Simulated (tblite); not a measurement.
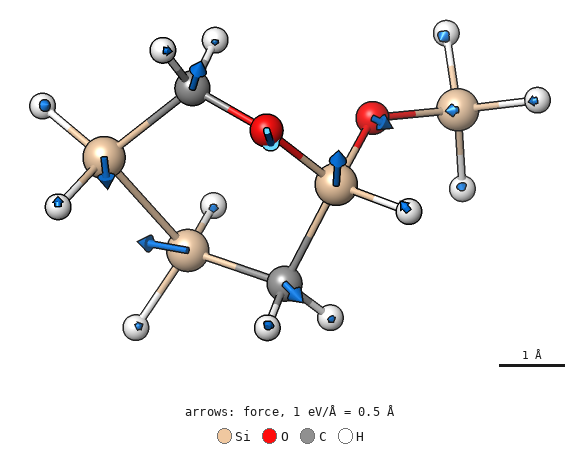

Starting geometry of C₂H₁₂O₂Si₄ with the computed forces as blue arrows. Style: ball-and-stick. Shown at a tilt.

The calculation used tblite 0.8.0, GFN2-xTB geometry optimisation, gas phase. 

### Is this structure relaxed? If not, where do the atoms go?

It isn't relaxed: the largest force vector, on a Si atom, is 1.92 eV/Å. The final displacements have little in common with the starting forces (cosine between the two patterns 0.18). The energy falls by 0.489 eV in 168 geometry steps. The largest move after the best rigid fit is that of an H atom, 1.60 Å. Largest moves by element: H 1.60 Å, O 0.80 Å, Si 0.55 Å, C 0.29 Å. Some distances before and after: C–Si 1.840 → 1.907 Å, O–Si 1.679 → 1.617 Å, C–Si 1.892 → 1.921 Å, C–O 1.444 → 1.416 Å. Among the angles between lasting bonds that change: Si–O–Si 138.1° → 154.6°, C–Si–H 108.1° → 118.1°, Si–O–C 120.0° → 128.7°. Groups turn about O–Si by about 135°, O–Si by about 130°. The run took 3.1 s on 1 thread of Arm Neoverse N1 (shared host).
